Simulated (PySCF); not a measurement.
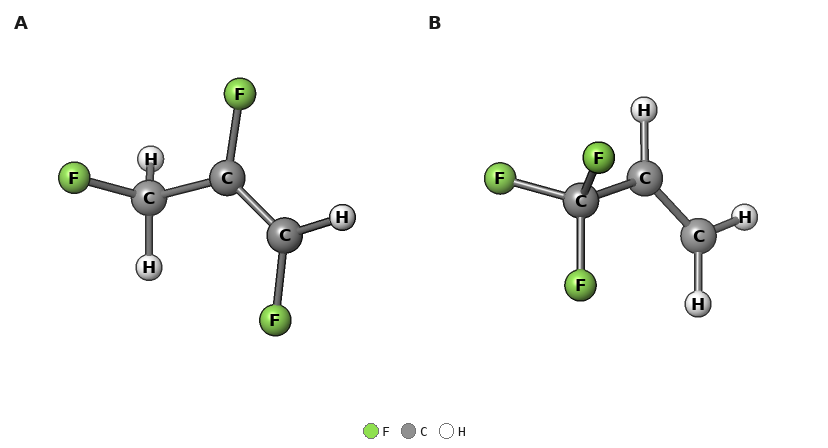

2 stationary structures of one formula. Geometries: PBE0-D3(BJ)/def2-SVP. Electronic energies: PBE0-D3(BJ)/def2-SVP (PySCF 2.14.0), without zero-point energy. No frequency run is at hand to confirm each as a minimum. Each is one conformer, not always the lowest.

Rank them by energy, lowest first.

B is lowest; A lies 26.3 kcal/mol above it. A is `F/C=C(/F)CF`, B is `C=CC(F)(F)F`.
